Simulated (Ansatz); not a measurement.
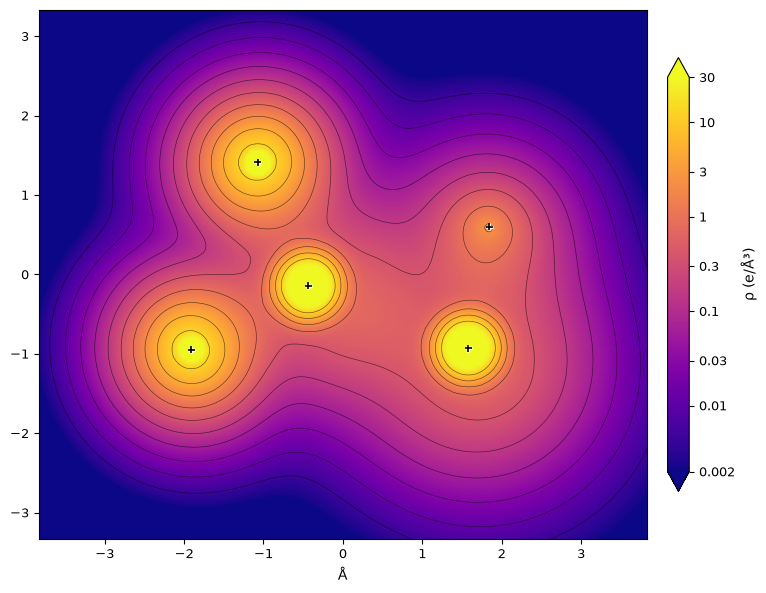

The electron density on a plane through atoms (crosses mark nuclei in the plane).

Method: isolated molecule in a Gaussian basis; Kohn-Sham density functional theory, functional PBE0 in Ansatz.

Candidates:
A. AlB$_{2}$ClFH$_{2}$ (SMILES [F][Al+][BH2-][B+]Cl) (charge +1)
B. F$_{2}$HSi$_{2}$ (SMILES F[Si](F)=[SiH-]) (charge −1)
C. CBF$_{2}$Si (SMILES FB=C=[Si]F) (doublet)

**Which system is this?**

Candidate B: F$_{2}$HSi$_{2}$ on the molecular plane, which holds F, Si and H. Si–F (1.68 Å): ρ at the midpoint is about 0.98 e/Å³. Si–Si (2.16 Å): ρ at the midpoint is about 0.61 e/Å³.
